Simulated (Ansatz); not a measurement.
## AgRhS2O8, response to strain

The parent structure is AgRhS₂O₈ (space group C2/m, No. 12; a cell from a computed database, its experimental status unchecked).

```
AgRhS2O8
1.0
    3.98646    -2.58055     0.00000
    3.98646     2.58055     0.00000
   -0.12186     0.00000     7.25335
Ag Rh S O
1 1 2 8
Direct
  0.00000   0.00000   0.50000
  0.00000   0.00000   0.00000
  0.35813   0.35813   0.21250
  0.64187   0.64187   0.78750
  0.27527   0.27527   0.38904
  0.72473   0.72473   0.61096
  0.23392   0.70875   0.20529
  0.76608   0.29125   0.79471
  0.29125   0.76608   0.79471
  0.70875   0.23392   0.20529
  0.24983   0.24983   0.04360
  0.75017   0.75017   0.95640
```

Cartesian axes are those of the cell as printed.

Strains are applied to the cell and any free atomic positions relax; under biaxial strain the out-of-plane vector relaxes too.

All numbers come from PBEsol, PAW, 420 eV (Ansatz, an electronic-structure program; scalar-relativistic without spin-orbit coupling), earlier PAW set.

Notes on the quantities. pressure: mean of the normal stresses, compression positive.

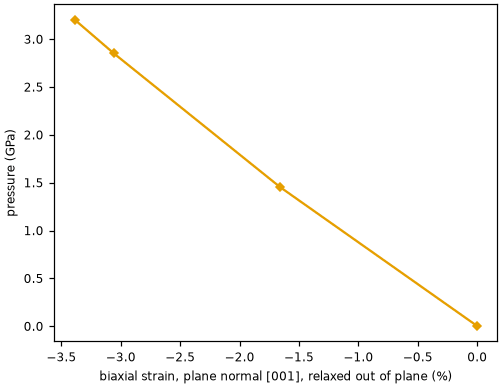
Figure. Pressure against biaxial strain, plane normal [001], relaxed out of plane

Q: From the plot, what is the pressure for biaxial strain −3.06 %, plane normal [001], relaxed out of plane?

A: About 2.9 GPa.

Q: Is the trend monotonic over the range shown?

A: Yes, it falls throughout, spanning 0.00 GPa to 3.20 GPa.

Stability against distortions was not tested.
